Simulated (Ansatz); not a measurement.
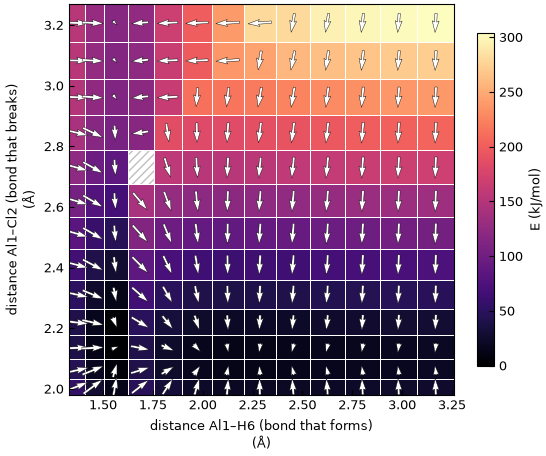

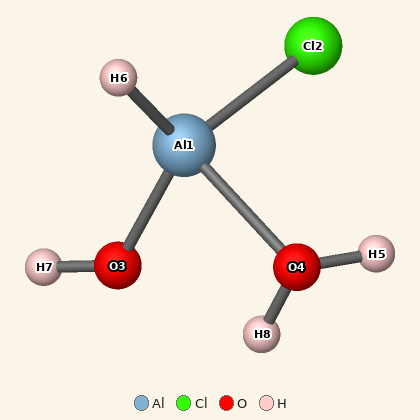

Energy landscape of the reacting system AlClH₄O₂ (fragments AlClH₂O₂ + H₂ where the first distance is long, AlH₃O₂ + ClH where the second is long). The first coordinate is: distance Al1–H6 (bond that forms); the second: distance Al1–Cl2 (bond that breaks). Relaxed at each point: all other coordinates. The scan uses a 13 × 13 grid. At 1 point there is no value. Points are written as (first, second). Energies are in kJ/mol, from the lowest grid point. Energies and slopes of some neighbouring points disagree (a jump in structure or state, or too coarse a mesh). The reference is spin-restricted, so regions where a bond is pulled apart into radicals lie too high. Theory: RKS PBE0-D4/def2-SVP (Ansatz 0.2.0).

The picture shows one coloured cell a grid point, arrows along the force (downhill), their lengths compressed, hatched blanks where no value was computed. The second picture is the structure at the lowest point.

Question: What does the map say about the system?

Answer: The lowest grid point is at (1.560 Å, 2.135 Å). Other grid points that lie below all their neighbours: (2.286 Å, 2.061 Å) (13 kJ/mol higher). The highest grid point, (3.168 Å, 3.207 Å), lies 303 kJ/mol above the lowest.

Time for the 168 points that were run: 32 min on 1 thread of Intel(R) Xeon(R) 6975P-C (Granite Rapids), with other jobs on the host.
